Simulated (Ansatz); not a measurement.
```cif
data_structure
_symmetry_space_group_name_H-M 'P 1'
_symmetry_Int_Tables_number 1
_cell_length_a 3.0637
_cell_length_b 3.0637
_cell_length_c 7.0313
_cell_angle_alpha 90.000
_cell_angle_beta 90.000
_cell_angle_gamma 120.000
_cell_volume 57.16
loop_
_atom_site_label
_atom_site_type_symbol
_atom_site_fract_x
_atom_site_fract_y
_atom_site_fract_z
_atom_site_occupancy
Al1 Al 0.00000 0.00000 0.99901 1
Al2 Al 0.33333 0.66667 0.36781 1
Al3 Al 0.66667 0.33333 0.66286 1
N1 N 0.33333 0.66667 0.09732 1
```

Space group P3m1; a generated structure, not necessarily the stable one.

All numbers below come from DFT PBE, scalar-relativistic, plane waves, PAW (Ansatz).

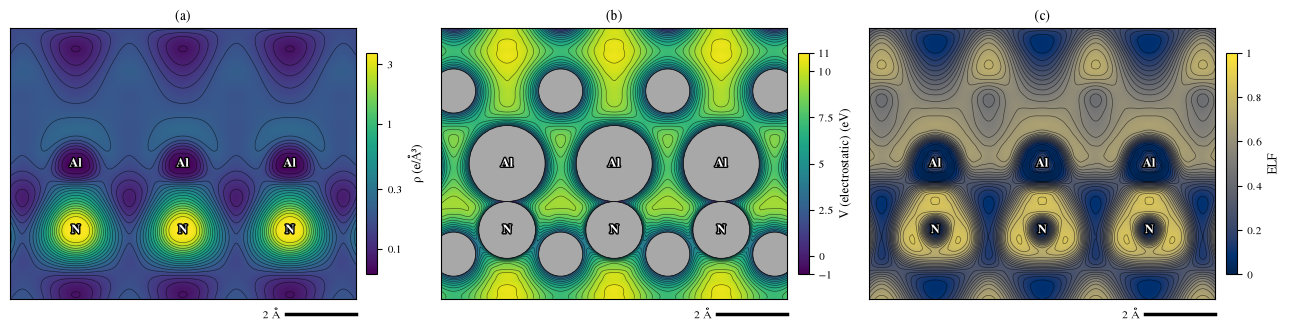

Al3N. (a) valence pseudo-density; (b) electrostatic potential (local pseudopotential plus Hartree) felt by an electron; (c) ELF on the (100) plane of the conventional cell. Grey discs cover the atomic cores in the potential map.

Core electrons are frozen (PAW), and the valence fields are smoothed inside the atomic spheres.

What do the fields say about this system?

Atoms in the plane: Al and N.
Atoms just off the plane (Al, 0.9 Å away) can leave unmarked features too.
Al–N (1.90 Å): ρ is about 0.65 e/Å³ halfway; the ELF peaks at about 0.85 between the atoms.
Between the atoms the lowest density in this plane is 0.07 e/Å³.
Outside the cores the potential energy rises away from the atoms and is highest about 2.0 Å from the nearest atoms; its zero is arbitrary.
